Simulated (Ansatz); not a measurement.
bcc Mo was calculated with PBEsol in Ansatz (PAW).

Numerical settings: plane-wave cutoff 520 eV, 24×24×24 k mesh, Fermi–Dirac smearing 0.05 eV, no spin polarisation, scalar-relativistic PAW data made under PBE.

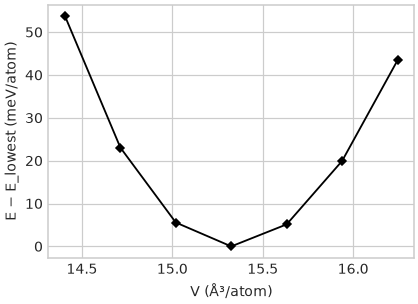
Figure. Total energy against volume

**Question.** From the curve, estimate the equilibrium volume and the bulk modulus.

**Answer.** V0 ≈ 15.3 Å³/atom and B0 ≈ 280 GPa; the fit gives V0 = 15.327 Å³/atom, B0 = 280 GPa, B′ = 4.2.

Measured, for comparison: bulk modulus 265 GPa (zero-point energy and finite temperature contributions removed, our sources range from 265 to 278; as tabulated in doi:10.1021/acs.jctc.3c00612); equilibrium volume per atom 15.49 Å³/atom (static lattice: zero-point anharmonic expansion removed; as tabulated in Mejia-Rodriguez and Trickey (2018), arXiv:1807.09216). Computed (rounded) less measured: bulk modulus +6 % (+0.7 % to +6 % over the range), equilibrium volume per atom -1.0 %.

Computed values are for the static lattice.

Ansatz is a quantum-chemistry and plane-wave program.
